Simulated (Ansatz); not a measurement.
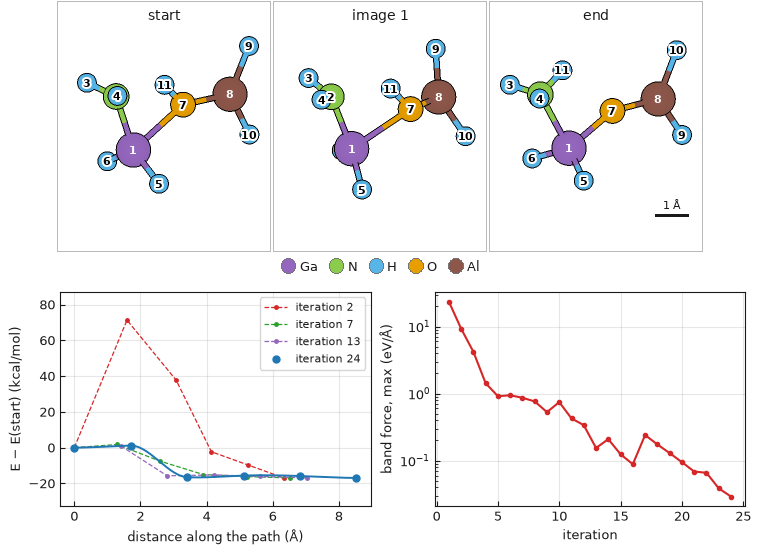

NEB run on GaAlNH$_{7}$O. Images are numbered from 0 (start) to 5 (end). The plot follows the band through its iterations. Style: ball-and-stick. Shown at a tilt.

The calculation used RKS B3LYP-D4/def2-SVP (Ansatz). Run with 4 movable images; no climbing image; force threshold 0.03 eV/Å; iteration limit 60; starting path through a guess of the saddle point.

**Did the band converge, and can the barrier be trusted?**

The run is converged, with reservations. The band converged in 24 iterations. The largest component of the band force went from 24 to 0.029 eV/Å. No image climbed, so the highest image needn't lie on the saddle point, and the true maximum along this path can be higher. The first iteration put the highest image at 210.6 kcal/mol. The highest point, image 1, lies 1.1 kcal/mol above the start and 18.1 kcal/mol above the end; the end is at −16.9 kcal/mol relative to the start. The profile has 2 maxima (images 1, 3) with a dip at image 2 (−16.5 kcal/mol), so the process runs in steps.

The run took 3.7 min on 4 threads of Arm Neoverse V1, on a shared host, peak memory 0.28 GiB.
